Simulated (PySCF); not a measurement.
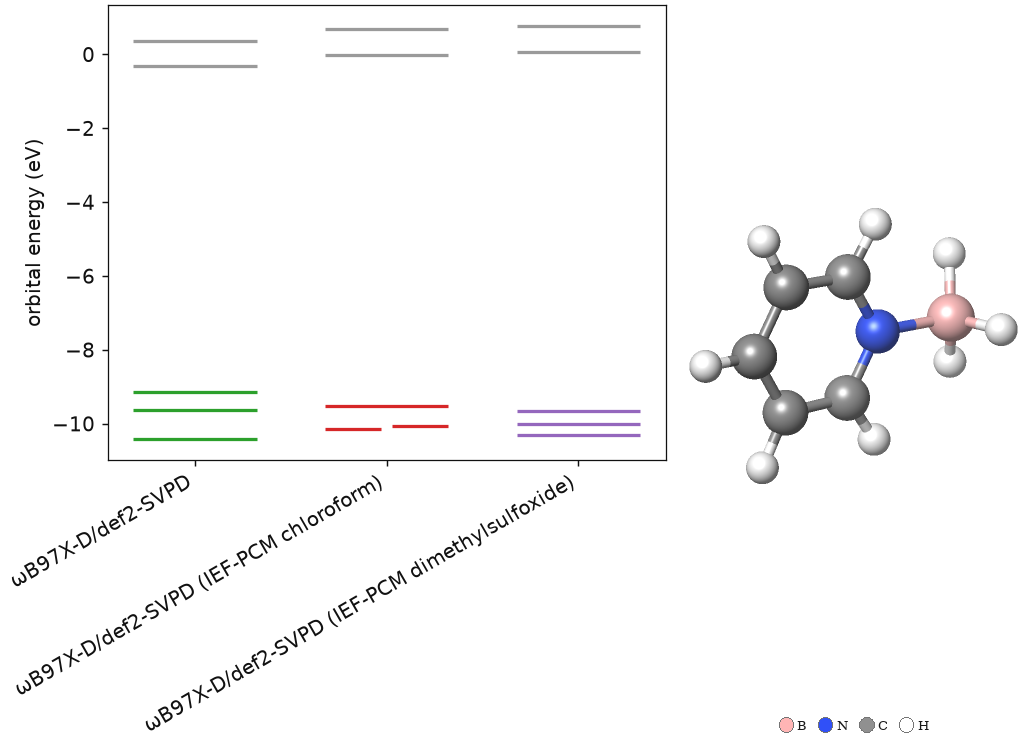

Frontier orbital energies of C₅H₈BN, SMILES [BH3-][n+]1ccccc1 at one geometry, PySCF, at a PBE0-D3(BJ)/def2-SVP geometry (no frequency check). Empty levels are grey, levels within 0.1 eV stand side by side; all columns show the same few orbitals around the gap.

> How do the frontier levels move from column to column?

The separation grows from 8.84 eV (ωB97X-D/def2-SVPD) to 9.72 eV (ωB97X-D/def2-SVPD (IEF-PCM dimethylsulfoxide)).

```csv
level,HOMO (eV),LUMO (eV),separation (eV)
ωB97X-D/def2-SVPD,−9.14,−0.30,8.84
ωB97X-D/def2-SVPD (IEF-PCM chloroform),−9.52,−0.02,9.50
ωB97X-D/def2-SVPD (IEF-PCM dimethylsulfoxide),−9.65,0.06,9.72
```

Caveats, for all or some of the runs: empty levels above zero depend strongly on the basis.
